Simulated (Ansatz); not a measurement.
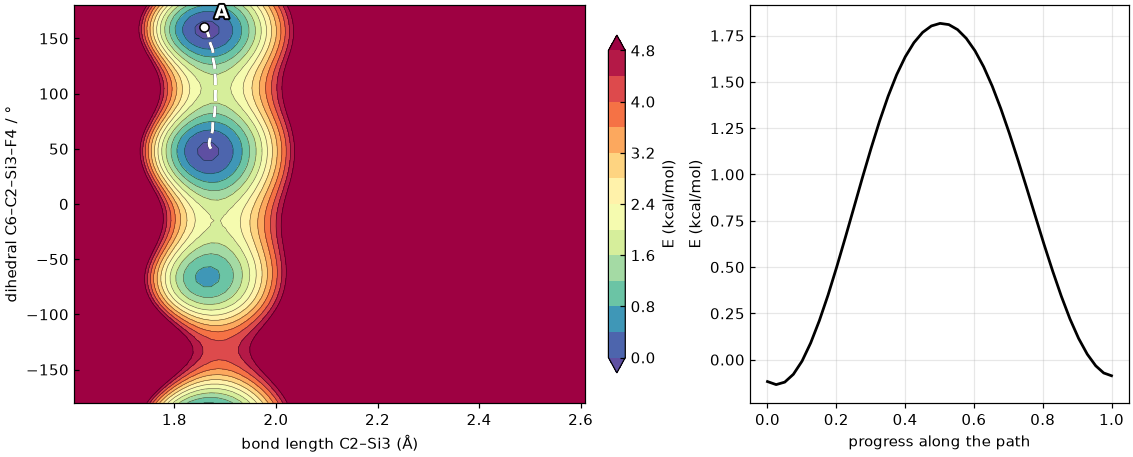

C₂H₆BFOSi, SMILES OC1([SiH2]F)BC1. The first coordinate is: bond length C2–Si3; the second: dihedral C6–C2–Si3–F4. Nothing is relaxed (all other coordinates rigid). Grid: 13 × 12 points. Energies: kcal/mol, counted from the lowest grid point. The calculation used RKS PBE0-D4/def2-SVP in Ansatz 0.2.0.

The picture shows filled contours, a line along the lowest path, one colour for all values above the top of the scale, the energy along the path at the right, the start A. Between grid points the surface is interpolated.

> Describe the path and its barrier.

The easiest path leads from the well at about bond length C2–Si3 = 1.86 Å, dihedral C6–C2–Si3–F4 = 160° to the well at about bond length C2–Si3 = 1.87 Å, dihedral C6–C2–Si3–F4 = 50°, about 0.031 kcal/mol higher (on a rigid scan; wells that are mirror images or exchange like atoms can differ by this much). Its highest point lies about 1.9 kcal/mol above the bottom of the first well on the interpolated surface, at about bond length C2–Si3 = 1.88 Å, dihedral C6–C2–Si3–F4 = 105°. The start is the relaxed structure and all else is held, so a fully relaxed path at this level can only be lower.
